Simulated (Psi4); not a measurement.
SiHBrO: energy and gradient calculation

SiHBrO, computed with HF/3-21G, RHF (Psi4 1.11).

The geometry comes from this level: PBE0-D4/def2-TZVP.

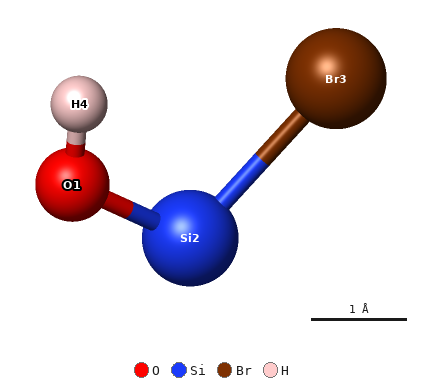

**Figure 1.** The input geometry (ball-and-stick view, seen at a tilt; atoms are numbered from 1 in the order of the input). Bond lengths as drawn: Br–Si 2.29 Å, H–O 0.96 Å and O–Si 1.64 Å.

### Key numbers

| quantity | value |
| --- | --- |
| outcome | converged |
| total energy | −2922.533775 hartree |
| basis functions | 46 |
| largest force | 2.482 eV/Å |
| HOMO | −9.82 eV |
| LUMO | 0.86 eV |
| dipole moment | 1.48 D |
| hardware | 1 thread of Intel Xeon (Granite Rapids), 64 GiB of memory available, shared host |
| wall time | 1.4 s |
| peak memory | 0.2 GiB |

### Input file (run.py)
```python
import psi4

psi4.set_memory('1600 MB')
psi4.set_num_threads(1)
psi4.set_output_file('run.log', False)

molecule = psi4.geometry("""
0 1
O     -1.67278557     0.87891162    -0.85888052
Si    -1.11588328    -1.51102501     1.02007416
Br     3.19855044    -1.37042939     1.30693459
H     -0.30500180     1.88859229    -1.50648967
units bohr
symmetry c1
no_reorient
no_com
""")

psi4.set_options({
    'basis': '3-21G',
    'reference': 'rhf',
    'puream': True,
    'e_convergence': 1e-09,
    'd_convergence': 1e-08,
    'scf_type': 'pk',
})

e_tot = psi4.gradient("scf")
print('gradient / Eh bohr^-1')
print(e_tot.np.round(6))
```

Launched with:
```bash
python run.py
```

### Log
```
:17:53:51,70 INFO     [psi4.driver.driver:647] Return gradient(): -2922.5337749220466
:17:53:51,71 INFO     [psi4.driver.driver:648] [[-0.01006138 -0.00970945  0.00651366]
 [ 0.03972091  0.02340328 -0.01427424]
 [-0.03386311 -0.00251735 -0.00116886]
 [ 0.00420358 -0.01117648  0.00892944]]

    h
    h
    h

    -----------------------------------------------------------------------

    Memory:     1.5 GiB
    Threads:    1
                ecpint, einsums, f̶o̶r̶t̶e̶, gauxc, gcp, g̶d̶m̶a̶, geometric, g̶p̶u̶_̶d̶f̶c̶c̶,
                i̶n̶t̶e̶g̶r̶a̶t̶o̶r̶x̶x̶, i̶p̶i̶, libefp, m̶d̶i̶, m̶p̶2̶d̶, m̶r̶c̶c̶, ooo,
                o̶p̶e̶n̶f̶e̶r̶m̶i̶o̶n̶p̶s̶i̶4̶, pcmsolver, p̶s̶i̶4̶f̶o̶c̶k̶c̶i̶, p̶s̶i̶x̶a̶s̶,
                p̶y̶e̶i̶n̶s̶u̶m̶s̶, r̶e̶s̶p̶, s̶i̶m̶i̶n̶t̶, s̶n̶s̶m̶p̶2̶,
                v̶2̶r̶d̶m̶_̶c̶a̶s̶s̶c̶f̶

gradient() will perform analytic gradient computation.

   => Loading Basis Set <=

    Name: 3-21G
    Role: ORBITAL
    Keyword: BASIS

         ---------------------------------------------------------
                                   SCF
                              RHF Reference
                        1 Threads,   1525 MiB Core
         ---------------------------------------------------------

  ==> Geometry <==

    Molecular point group: c1
    Full point group: C1

    Geometry (in Bohr), charge = 0, multiplicity = 1:

       Center              X                  Y                   Z               Mass
    ------------   -----------------  -----------------  -----------------  -----------------
         O           -1.672785570000     0.878911620000    -0.858880520000    15.994914619570
         SI          -1.115883280000    -1.511025010000     1.020074160000    27.976926534650
         BR           3.198550440000    -1.370429390000     1.306934590000    78.918337600000
         H           -0.305001800000     1.888592290000    -1.506489670000     1.007825032230

  Running in c1 symmetry.

  Rotational constants: A =      0.45557  B =      0.05185  C =      0.04656 [cm^-1]
  Rotational constants: A =  13657.63990  B =   1554.45953  C =   1395.68584 [MHz]
  Nuclear repulsion =  211.840014063699073

  Charge       = 0
  Multiplicity = 1
  Electrons    = 58
  Nalpha       = 29
  Nbeta        = 29

  ==> Algorithm <==

  SCF Algorithm Type is PK.
  DIIS enabled.
  MOM disabled.
  Fractional occupation disabled.
  Guess Type is SAD.
  Energy threshold   = 1.00e-09
  Density threshold  = 1.00e-08
  Integral threshold = 1.00e-12

  ==> Primary Basis <==

  Basis Set: 3-21G
    Blend: 3-21G
    Number of shells: 24
    Number of basis functions: 46
    Number of Cartesian functions: 47
    Spherical Harmonics?: true
    Max angular momentum: 2

  ==> Integral Setup <==

  Using in-core PK algorithm.
   Calculation information:
      Number of atoms:                   4
      Number of AO shells:              24
      Number of primitives:             51
      Number of atomic orbitals:        47
      Number of basis functions:        46

      Integral cutoff                 1.00e-12
      Number of threads:                 1

  Performing in-core PK
  Using 1169642 doubles for integral storage.
  We computed 35136 shell quartets total.
  Whereas there are 45150 unique shell quartets.

  ==> DiskJK: Disk-Based J/K Matrices <==

    J tasked:                  Yes
    K tasked:                  Yes
    wK tasked:                  No
    Memory [MiB]:             1144
    Schwarz Cutoff:          1E-12

  Minimum eigenvalue in the overlap matrix is 4.5010322802E-02.
  Reciprocal condition number of the overlap matrix is 1.3276793712E-02.
    Using symmetric orthogonalization.

  ==> Pre-Iterations <==

  SCF Guess: Superposition of Atomic Densities via on-the-fly atomic UHF (no occupation information).

   -------------------------
    Irrep   Nso     Nmo
   -------------------------
     A         46      46
   -------------------------
    Total      46      46
   -------------------------

  ==> Iterations <==

                        Total Energy        Delta E     RMS |[F,P]|

   @RHF iter SAD: -2920.34696635518048   -2.92035e+03   0.00000e+00
   @RHF iter   1: -2922.41514509204035   -2.06818e+00   1.10401e-02 ADIIS/DIIS
   @RHF iter   2: -2922.51391469774444   -9.87696e-02   4.99626e-03 ADIIS/DIIS
   @RHF iter   3: -2922.53298396652326   -1.90693e-02   9.09852e-04 ADIIS/DIIS
   @RHF iter   4: -2922.53371173721280   -7.27771e-04   2.13945e-04 ADIIS/DIIS
   @RHF iter   5: -2922.53377082661655   -5.90894e-05   3.42849e-05 DIIS
   @RHF iter   6: -2922.53377452091172   -3.69430e-06   9.08524e-06 DIIS
   @RHF iter   7: -2922.53377489572586   -3.74814e-07   2.21760e-06 DIIS
   @RHF iter   8: -2922.53377492123900   -2.55131e-08   3.98507e-07 DIIS
   @RHF iter   9: -2922.53377492202617   -7.87168e-10   7.91606e-08 DIIS
   @RHF iter  10: -2922.53377492205027   -2.41016e-11   1.34859e-08 DIIS
   @RHF iter  11: -2922.53377492204663    3.63798e-12   3.10765e-09 DIIS
  Energy and wave function converged.

  ==> Post-Iterations <==

    Orbital Energies [Eh]
    ---------------------

    Doubly Occupied:

       1A   -486.757436     2A    -68.384567     3A    -64.766617
       4A    -57.954276     5A    -57.953267     6A    -57.953144
       7A    -20.490561     8A     -9.763454     9A     -7.342771
      10A     -7.336570    11A     -7.335729    12A     -6.185965
      13A     -4.277090    14A     -4.276078    15A     -4.275127
      16A     -3.070602    17A     -3.068632    18A     -3.067598
      19A     -3.061694    20A     -3.061657    21A     -1.380637
      22A     -1.006637    23A     -0.766020    24A     -0.615826
      25A     -0.550035    26A     -0.514642    27A     -0.419517
      28A     -0.418712    29A     -0.360807

    Virtual:

      30A      0.031608    31A      0.129935    32A      0.182071
      33A      0.294112    34A      0.427305    35A      0.480592
      36A      0.480762    37A      0.614584    38A      0.849456
      39A      0.864515    40A      0.869024    41A      1.027308
      42A      1.242488    43A      1.768506    44A      1.846347
      45A      2.020127    46A      3.060157

    Final Occupation by Irrep:
              A
    DOCC [    29 ]
    NA   [    29 ]
    NB   [    29 ]

  @RHF Final Energy: -2922.53377492204663

   => Energetics <=

    Nuclear Repulsion Energy =            211.8400140636990727
    One-Electron Energy =               -4495.9162457383699802
    Two-Electron Energy =                1361.5424567526245028
    Total Energy =                      -2922.5337749220470869

Computation Completed

Properties will be evaluated at   0.000000,   0.000000,   0.000000 [a0]

Properties computed using the SCF density matrix

 Multipole Moments:

 ------------------------------------------------------------------------------------
     Multipole            Electronic (a.u.)      Nuclear  (a.u.)        Total (a.u.)
 ------------------------------------------------------------------------------------

 L = 1.  Multiply by 2.5417464519 to convert [e a0] to [Debye]
 Dipole X            :        -83.0045914           82.6396131           -0.3649783
 Dipole Y            :         60.5417065          -60.1994935            0.3422129
 Dipole Z            :        -51.9415153           51.6462151           -0.2953003
 Magnitude           :                                                    0.5809657

 ------------------------------------------------------------------------------------

	total time  =          0 seconds =       0.00 minutes

         ------------------------------------------------------------
                                   SCF GRAD
         ------------------------------------------------------------

  ==> Geometry <==

    Molecular point group: c1
    Full point group: C1

    Geometry (in Bohr), charge = 0, multiplicity = 1:

       Center              X                  Y                   Z               Mass
    ------------   -----------------  -----------------  -----------------  -----------------
         O           -1.672785570000     0.878911620000    -0.858880520000    15.994914619570
         SI          -1.115883280000    -1.511025010000     1.020074160000    27.976926534650
         BR           3.198550440000    -1.370429390000     1.306934590000    78.918337600000
         H           -0.305001800000     1.888592290000    -1.506489670000     1.007825032230

  Nuclear repulsion =  211.840014063699073

  ==> Basis Set <==

  Basis Set: 3-21G
    Blend: 3-21G
    Number of shells: 24
    Number of basis functions: 46
    Number of Cartesian functions: 47
    Spherical Harmonics?: true
    Max angular momentum: 2

  ==> DirectJKGrad: Integral-Direct SCF Gradients <==

    Gradient:                    1
    J tasked:                  Yes
    K tasked:                  Yes
    wK tasked:                  No
    Integrals threads:           1
    Schwarz Cutoff:          1E-12

  -Total Gradient:
     Atom            X                  Y                   Z
    ------   -----------------  -----------------  -----------------
       1       -0.010061377851    -0.009709453306     0.006513660683
       2        0.039720907324     0.023403276007    -0.014274241239
       3       -0.033863107358    -0.002517346222    -0.001168859165
       4        0.004203577924    -0.011176476621     0.008929439651

	total time  =          1 seconds =       0.02 minutes
```

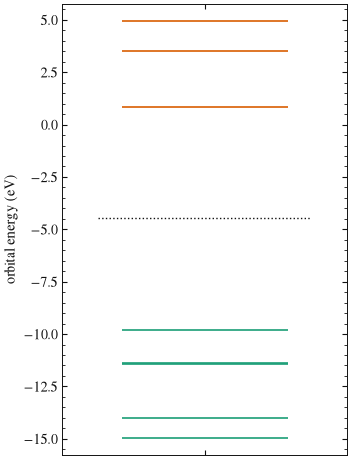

**Figure 2.** Orbital energies near the frontier; the dotted line parts filled from empty levels, and levels within 0.02 eV of each other stand side by side. Highest filled −9.82 eV, lowest empty 0.86 eV, 10.68 eV apart.
